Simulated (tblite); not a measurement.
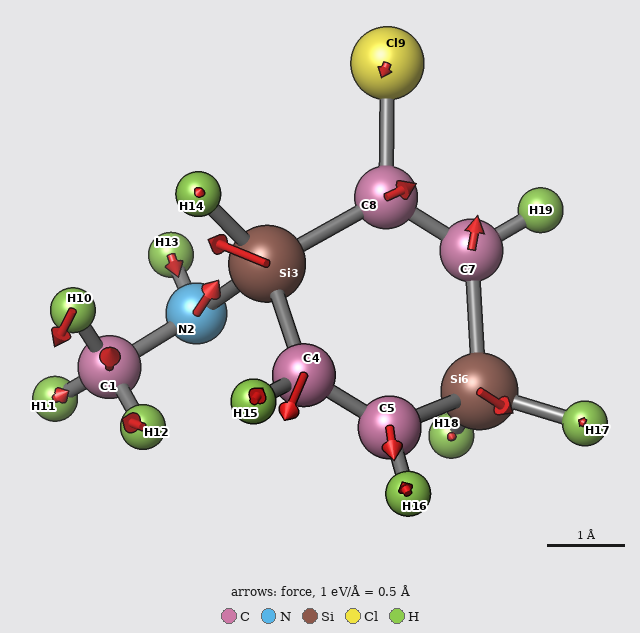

Starting geometry of C₅H₁₀ClNSi₂ with the computed forces as red arrows. Style: ball-and-stick. Shown at a tilt.

Level of theory: GFN2-xTB geometry optimisation, gas phase (tblite). 

### Is this structure relaxed? If not, where do the atoms go?

It isn't relaxed: the largest force vector, on Si3, is 2.38 eV/Å. The final displacements have little in common with the starting forces (cosine between the two patterns 0.07). Over 178 geometry steps the energy falls by 0.667 eV. H18 moves most after the best rigid fit: 1.86 Å. By element the largest moves are H 1.86 Å, Cl 1.35 Å, Si 0.73 Å, C 0.71 Å, N 0.64 Å. Among the contacts that change: Si3–Si6 3.268 → 3.460 Å, N2–Si3 1.813 → 1.717 Å, Si3–C4 1.823 → 1.881 Å, Si3–C8 1.846 → 1.888 Å. Among the angles between lasting bonds that change: C1–N2–Si3 104.0° → 123.9°, N2–Si3–H14 107.5° → 116.5°, N2–Si3–C8 112.1° → 105.1°. Groups turn about Si3–C8 by about 50°, Si3–C4 by about 45°, C5–Si6 by about 45°.
